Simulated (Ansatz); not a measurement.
CH₉BOSi₂ (SMILES C[SiH]([SiH3])BO)

The calculation's input:

```
crystal:
  periodic: [false, false, false]
  atoms:
    - {symbol: C, position_ang: [-0.738374, -0.673494, 1.652335]}
    - {symbol: Si, position_ang: [-0.204759, -0.621285, -0.151603]}
    - {symbol: Si, position_ang: [2.107384, -0.251652, -0.309255]}
    - {symbol: B, position_ang: [-1.108867, 0.828037, -1.232066]}
    - {symbol: O, position_ang: [-1.767473, 1.810905, -0.574461]}
    - {symbol: H, position_ang: [-0.191750, -1.437594, 2.208573]}
    - {symbol: H, position_ang: [-0.558306, 0.292859, 2.128418]}
    - {symbol: H, position_ang: [-1.806079, -0.891004, 1.729623]}
    - {symbol: H, position_ang: [-0.451631, -1.944296, -0.803496]}
    - {symbol: H, position_ang: [2.469943, 1.066945, 0.283845]}
    - {symbol: H, position_ang: [2.875209, -1.301544, 0.417988]}
    - {symbol: H, position_ang: [2.555423, -0.251119, -1.729632]}
    - {symbol: H, position_ang: [-1.049807, 0.865309, -2.436333]}
    - {symbol: H, position_ang: [-2.144014, 2.478933, -1.155035]}
basis:
  gaussian: {orbitals: def2-TZVPP}
hamiltonian: {xc: pbe0, dispersion: d4}
output: {orbitals: {seedname: orbitals}}
```

Command:

```sh
ansatz run in.yaml --threads 4 --pin off --events-out ev --progress --plain --max-ram 10444MiB
```

Geometry: PBE0-D4/def2-TZVP.

Method: RKS PBE0-D4/def2-TZVPP in Ansatz.

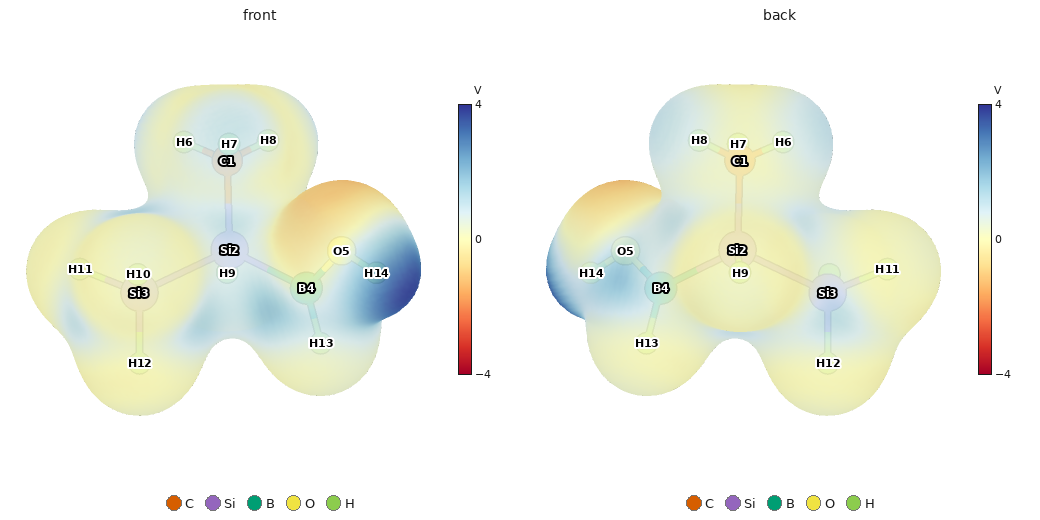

Figure 1. The molecular electrostatic potential painted on the density surface at 0.004 e/bohr³, seen from the front and from behind; the colour scale runs from red (negative) to blue (positive).

Which sites attract a positive test charge, and which a negative one?

Answer. A positive charge is drawn to the negative regions and a negative charge to the positive ones. The most negative region (about −1.1 V) lies over O5, the most positive (about +3.6 V) over H14. O5 is the likeliest acceptor of a hydrogen bond.

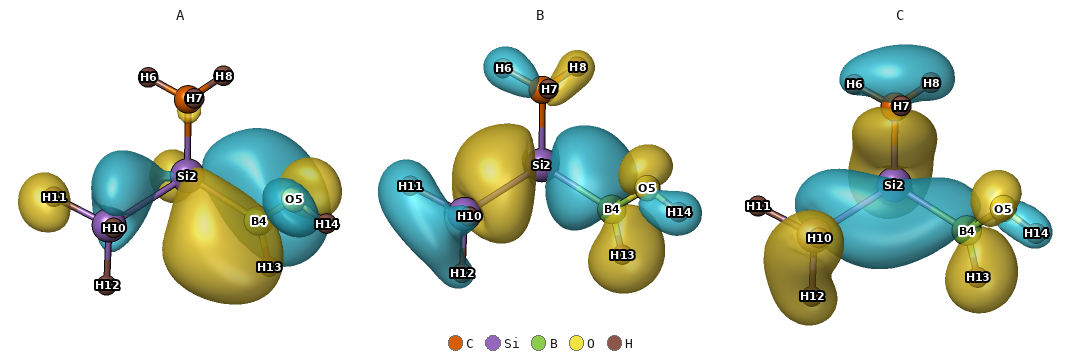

Figure 2. Three frontier orbitals at ±0.08 Å⁻³ᐟ² (yellow and cyan are the two phases), in no order.

Which picture is the HOMO−1, the HOMO and the LUMO?

Answer. C is the HOMO−1 (−8.09 eV). By Hirshfeld shares it lies mainly on Si2 (about 30 %), Si3 (about 20 %), C1 (about 15 %), B4 (about 10 %) and H9 (about 5 %). B is the HOMO (−7.38 eV). By Hirshfeld shares it lies mainly on Si2 (about 30 %), B4 (about 20 %), Si3 (about 20 %), H13 (about 5 %) and O5 (about 5 %). A is the LUMO (−1.13 eV). Its weight (Hirshfeld) is mainly on B4 (about 45 %), Si2 (about 15 %), O5 (about 10 %) and Si3 (about 10 %).

What is the HOMO–LUMO gap?

Answer. 6.25 eV between the orbital energies.

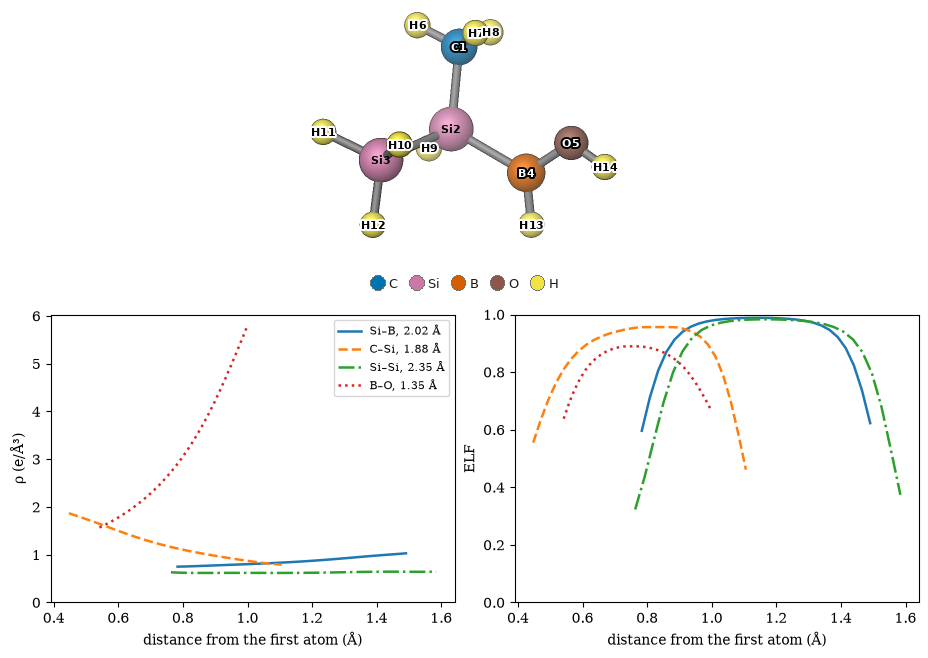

Figure 3. Total electron density and electron localisation function along straight lines between neighbouring atoms. The curves leave out the atomic cores. The structure is drawn too.

What can be read from the curves?

Answer. Si–B (2.02 Å): ρ at the midpoint is about 0.81 e/Å³; the ELF peaks at about 1 between the atoms; a shared electron pair.
C–Si (1.88 Å): ρ is about 0.93 e/Å³ halfway; the ELF peaks at about 0.95 between the atoms; a covalent bond.
Si–Si (2.35 Å): ρ at the midpoint is about 0.62 e/Å³; the ELF peaks at about 1 between the atoms (a shared electron pair).
B–O (1.35 Å): ρ is about 2.2 e/Å³ halfway; the ELF peaks at about 0.90 between the atoms (a polar covalent bond).

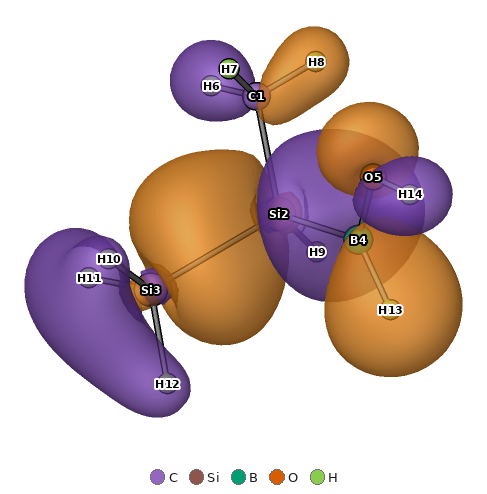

Figure 4. The HOMO at ±0.06 Å⁻³ᐟ² (orange and purple are the two phases), seen at a tilt.

Where does this orbital lie, and at what energy?

Answer. Its weight (Hirshfeld) is mainly on Si2 (about 30 %), B4 (about 20 %), Si3 (about 20 %), H13 (about 5 %) and O5 (about 5 %). Its energy is −7.38 eV.
